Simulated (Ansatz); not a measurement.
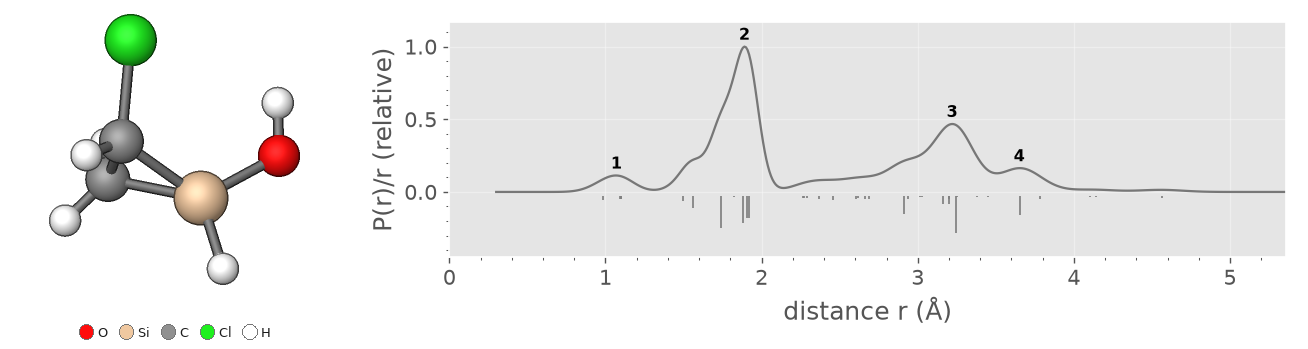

Simulated gas electron diffraction: radial distribution curve of C2H5ClOSi. Each pair of atoms contributes with weight ZᵢZⱼ/r (bars below the curve); damping constant 0.0015 Å²; vibrational amplitudes assumed, not computed: 0.05 Å for bonds, 0.078 Å for bonds to H, 0.06 + 0.015 r up to 0.15 Å for other pairs. The geometry is the end point of an optimisation (RKS revPBE-D4/6-31G (Ansatz 0.2.0)); it may be a saddle point or a higher isomer. SMILES: O[SiH]1CC1Cl.

Question: Assign the numbered peaks of the radial distribution curve (– bonded, ··· not bonded).

Answer: Peak 1, 1.07 Å: O–H 0.98 Å, C–H 1.09–1.10 Å (×3), not resolved
Peak 2, 1.89 Å: Si–O 1.74 Å, Cl–C 1.88 Å, Si–C 1.91–1.92 Å (×2), not resolved
Peak 3, 3.22 Å: O···C 3.16–3.20 Å (×2), Cl···Si 3.24 Å, not resolved; in its flanks Si···H 2.37–2.69 Å, Cl···C 2.91 Å
Peak 4, 3.65 Å: Cl···O 3.65 Å, Cl···H 3.78 Å, not resolved; in its flanks O···H 4.10–4.14 Å
